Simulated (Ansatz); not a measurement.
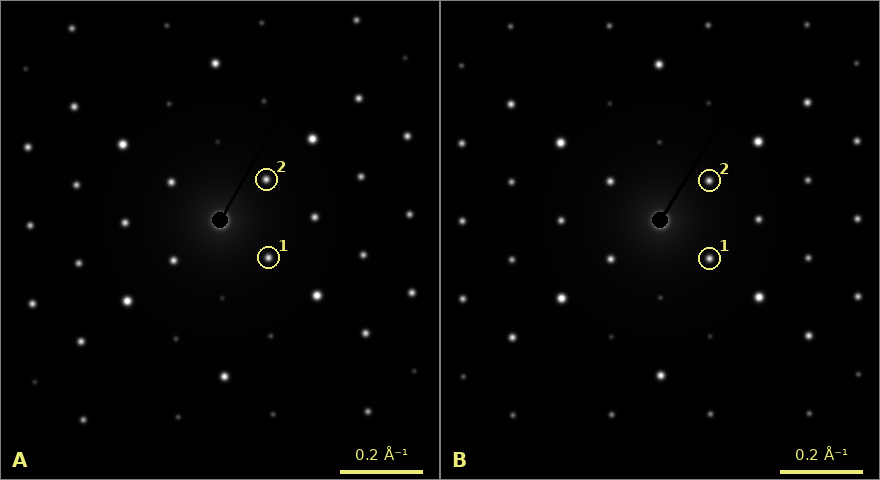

Kinematic electron diffraction patterns (300 kV, B = 0.5 Å², same scale) along [001] of the run's own cell, for the start and the end of one relaxation of RbP3 with DFT PBE, scalar-relativistic, plane waves, PAW in Ansatz. k mesh 6×6×6. The start is a generated model structure, and the relaxation ends in the nearest stationary point of its symmetry, not necessarily the ground state. Spot 1 is 0 -1 0 and spot 2 is 1 0 0 in both.

Start structure:

```
Rb P
1.0
     4.30231    2.48394    4.86216
    -4.30231    2.48394    4.86216
     0.00000   -4.96788    4.86216
Rb P
2 6
Direct
  0.26297 0.26297 0.26297
  0.73703 0.73703 0.73703
  0.83850 0.18380 0.83850
  0.83850 0.83850 0.18380
  0.18380 0.83850 0.83850
  0.16150 0.81620 0.16150
  0.81620 0.16150 0.16150
  0.16150 0.16150 0.81620
```

**Which pattern belongs to the start structure, and which to the relaxed one?**

A is the start: its cell gives d(1) = 6.636 Å, d(2) = 6.636 Å and an angle of 79.1°. B is the relaxed structure, with d(1) = 6.495 Å (-2.1 %), d(2) = 6.495 Å (-2.1 %) and 76.4°.

**Summarise the relaxation behind the change.**

The volume changed by -2.2 % to 38.10 Å³ an atom; with the mean shift removed, the atoms moved by up to 0.21 Å relative to the cell (Rb most); the space group stayed R-3m (No. 166); the free energy fell by 2.4 meV an atom. Relaxed cell: a = 7.022 Å, b = 7.022 Å, c = 7.022 Å, α = 72.12°, β = 72.12°, γ = 72.12°.
